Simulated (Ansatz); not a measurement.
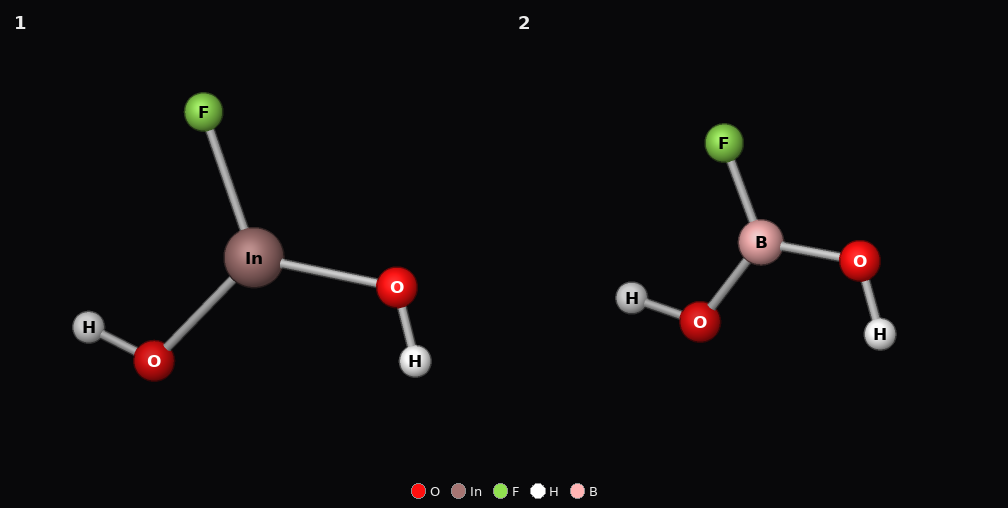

2 molecules with one skeleton, seen from the same side and at one scale. Charge 0, singlet. Computed geometries: PBE0-D4/def2-TZVP optimisations, one conformation each. Properties computed with Ansatz 0.2.0. Elements past Kr carry core potentials.

One atom differs, called X below: In in panel 1, B in panel 2. Their formulas are FH2InO2 (`[OH][In]([OH])[F]`), BFH2O2 (`OB(O)F`).

> In which is the HOMO–LUMO gap larger (PBE0-D4/def2-TZVPP)?

In panel 2 (X = B).

> In which is the mean length of X–O larger (PBE0-D4/def2-TZVP)?

In panel 1 (X = In).

Give the values. With PBE0-D4/def2-TZVP: length of X–F (Å), mean length of X–O (Å), angle O–X–O (°). With PBE0-D4/def2-TZVPP: HOMO energy (Kohn–Sham orbital) (eV), HOMO–LUMO gap (eV). With ωB97M-V/def2-TZVPP: dipole moment (D).

```csv
quantity,1 (In),2 (B),2 − 1
length of X–F (Å),1.940,1.333,−0.607
mean length of X–O (Å),1.962,1.356,−0.606
angle O–X–O (°),126.7,121.6,−5.1
HOMO energy (Kohn–Sham orbital) (eV),−9.07,−9.74,−0.67
HOMO–LUMO gap (eV),6.73,10.18,+3.45
dipole moment (D),2.05,1.88,−0.17
```
